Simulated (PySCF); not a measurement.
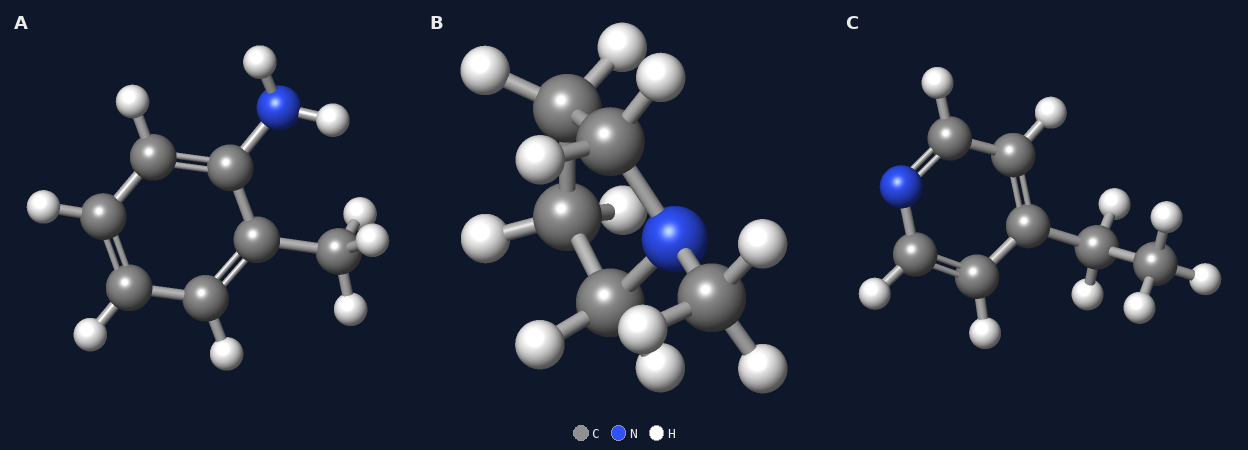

Figure made from data computed with PySCF.

```xyz
17
charge 0, multiplicity 1
C    -2.0059   -1.0522   -0.2168
C    -0.5753   -0.6263   -0.0800
C     0.4686   -1.5514   -0.1085
C     1.8010   -1.1666    0.0336
C     2.0975    0.1831    0.2088
C     1.0766    1.1270    0.2359
C    -0.2654    0.7423    0.0934
N    -1.2807    1.6790    0.1738
H    -2.6081   -0.7232    0.6473
H    -2.0906   -2.1448   -0.2916
H    -2.4796   -0.6264   -1.1204
H     0.2223   -2.6087   -0.2436
H     2.5969   -1.9136    0.0086
H     3.1343    0.5098    0.3226
H     1.3143    2.1860    0.3723
H    -2.1416    1.4533   -0.3067
H    -1.0016    2.6425    0.0445
```

Which panel shows the molecule in this file?

A. The file holds C7H9N, `Cc1ccccc1N`.
